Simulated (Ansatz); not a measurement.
## Electronic structure of C6H19N3OZr in real space

Input file:

```
crystal:
  periodic: [false, false, false]
  atoms:
    - {symbol: C, position_ang: [-2.912253, -0.605313, -0.644215]}
    - {symbol: N, position_ang: [-1.564693, -1.024984, -0.347663]}
    - {symbol: C, position_ang: [-1.488903, -2.411071, 0.029048]}
    - {symbol: Zr, position_ang: [-0.082470, 0.351110, -0.639037]}
    - {symbol: O, position_ang: [-0.284726, 1.287260, -2.342905]}
    - {symbol: N, position_ang: [-0.142178, 1.604286, 0.974104]}
    - {symbol: C, position_ang: [-0.952149, 1.586703, 2.161904]}
    - {symbol: C, position_ang: [0.716229, 2.761267, 0.904956]}
    - {symbol: N, position_ang: [1.697013, -0.651321, -0.531980]}
    - {symbol: C, position_ang: [2.115439, -1.388251, -1.699211]}
    - {symbol: C, position_ang: [2.677293, -0.683364, 0.520308]}
    - {symbol: H, position_ang: [-3.574018, -0.706047, 0.229562]}
    - {symbol: H, position_ang: [-2.939189, 0.448412, -0.948224]}
    - {symbol: H, position_ang: [-3.357970, -1.189678, -1.463748]}
    - {symbol: H, position_ang: [-0.454087, -2.696516, 0.229924]}
    - {symbol: H, position_ang: [-2.077239, -2.617786, 0.936338]}
    - {symbol: H, position_ang: [-1.875801, -3.072934, -0.761734]}
    - {symbol: H, position_ang: [-0.396900, 1.875958, -3.081279]}
    - {symbol: H, position_ang: [-0.335365, 1.564520, 3.073638]}
    - {symbol: H, position_ang: [-1.594444, 0.703674, 2.172164]}
    - {symbol: H, position_ang: [-1.596725, 2.476892, 2.232897]}
    - {symbol: H, position_ang: [1.312648, 2.755742, -0.016575]}
    - {symbol: H, position_ang: [1.426331, 2.796125, 1.745322]}
    - {symbol: H, position_ang: [0.146874, 3.703289, 0.915545]}
    - {symbol: H, position_ang: [1.362670, -1.327505, -2.494347]}
    - {symbol: H, position_ang: [2.266785, -2.455647, -1.476938]}
    - {symbol: H, position_ang: [3.058451, -1.002547, -2.116363]}
    - {symbol: H, position_ang: [3.644095, -0.268835, 0.193501]}
    - {symbol: H, position_ang: [2.869753, -1.711102, 0.865204]}
    - {symbol: H, position_ang: [2.335531, -0.102335, 1.379803]}
basis:
  gaussian: {orbitals: def2-TZVPP}
hamiltonian: {xc: pbe0, dispersion: d4}
output: {orbitals: {seedname: orbitals}}
```

Run with:

```sh
ansatz run in.yaml --threads 11 --pin off --events-out ev --progress --plain --max-ram 174080MiB --backend cuda --devices 0, --max-vram 75GiB
```

Geometry: PBE0-D4/def2-TZVP; core potentials replace the inner electrons of Zr.

Level of theory: RKS PBE0-D4/def2-TZVPP (Ansatz 0.2.0).

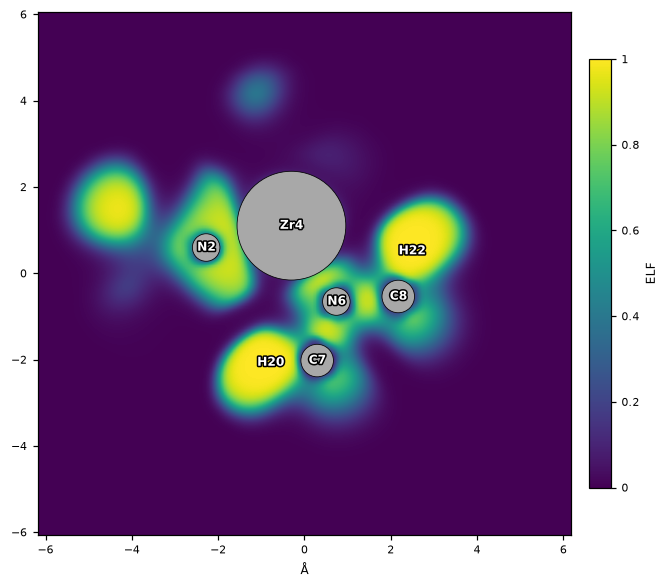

Figure 1. ELF on the plane of atoms Zr4, N6 and C7. Grey discs cover the atomic cores.

Interpret the plot.

The section cuts through N, Zr, C and H sites. C–N (1.44 Å): the ELF peaks at about 0.90 between the atoms (a shared electron pair). Zr–N (2.04 Å): the ELF peaks at about 0.90 in the valence shell of N, 0.6 Å from its nucleus, and drops to about 0.30 between the two atoms. C–Zr (2.97 Å): the ELF is about 0.40 at the midpoint. C–H (1.09 Å): the ELF climbs to about 1 towards the hydrogen, as it does in any bond to H: a covalent bond by its length.

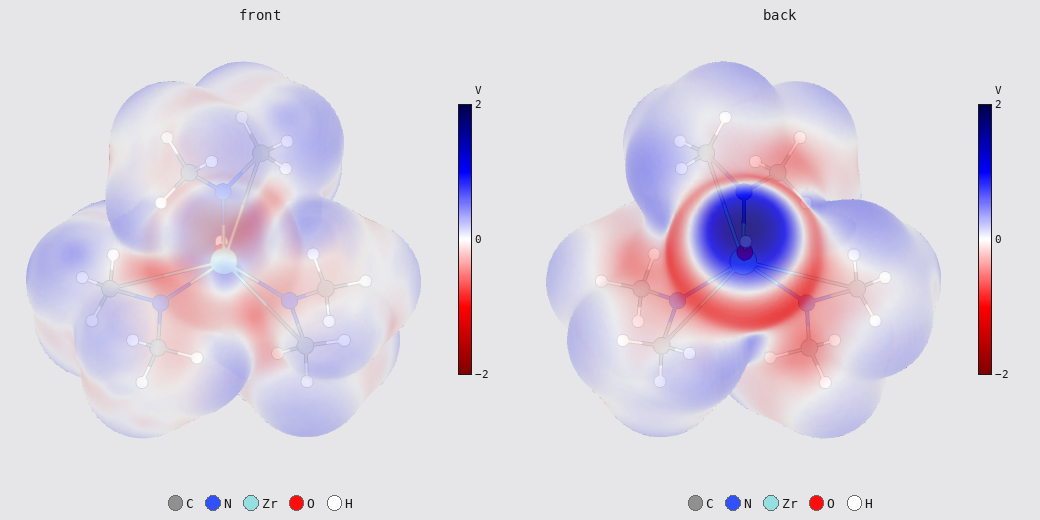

Figure 2. The molecular electrostatic potential painted on the density surface at 0.001 e/bohr³, seen from the front and from behind; red is negative and blue positive.

Describe the electrostatic potential map.

The most negative region (about −0.8 V) lies over O5, the most positive (about +1.5 V) over H18.

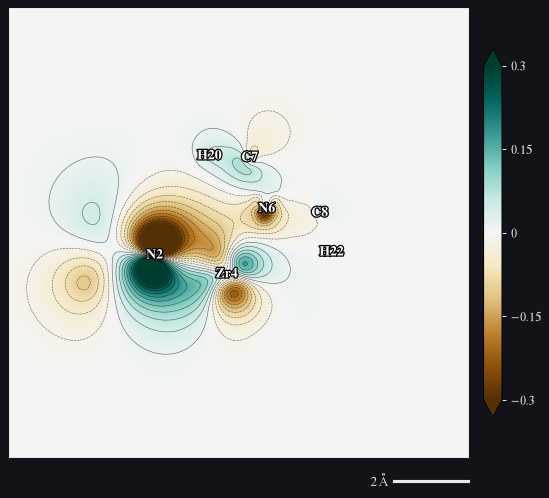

Figure 3. The HOMO−1 on the plane of atoms Zr4, C8 and H22 (values in Å⁻³ᐟ²; the overall sign is arbitrary).

Describe this orbital and give its energy.

It lies mainly on N2 (about 30 %), N6 (about 15 %) and Zr4 (about 15 %). Its energy is −6.08 eV.

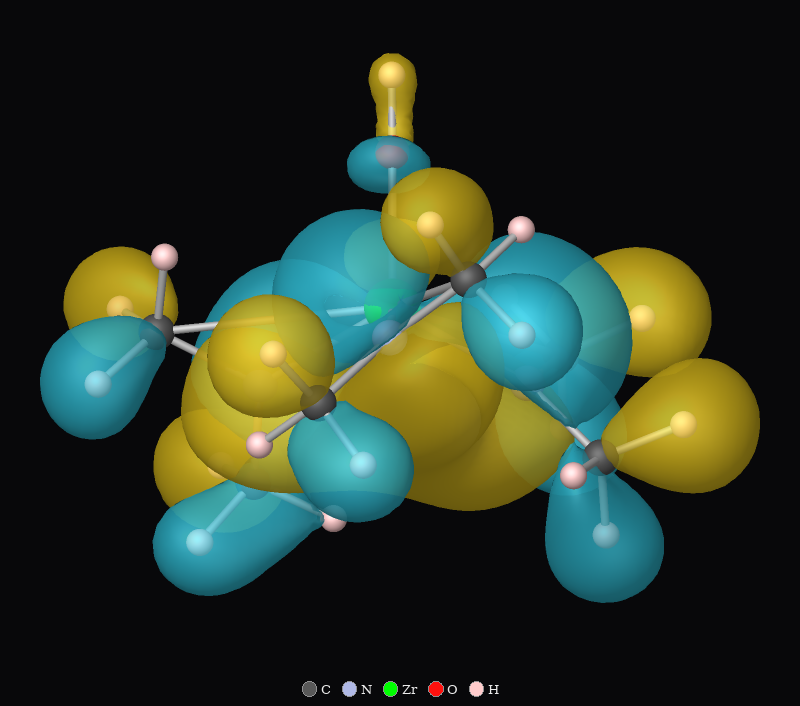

Figure 4. The HOMO at ±0.05 Å⁻³ᐟ² (yellow and cyan are the two phases), seen from one side.

Describe this orbital and give its energy.

It lies mainly on N9 (about 25 %), N2 (about 15 %), N6 (about 15 %) and Zr4 (about 10 %). Its energy is −5.87 eV.
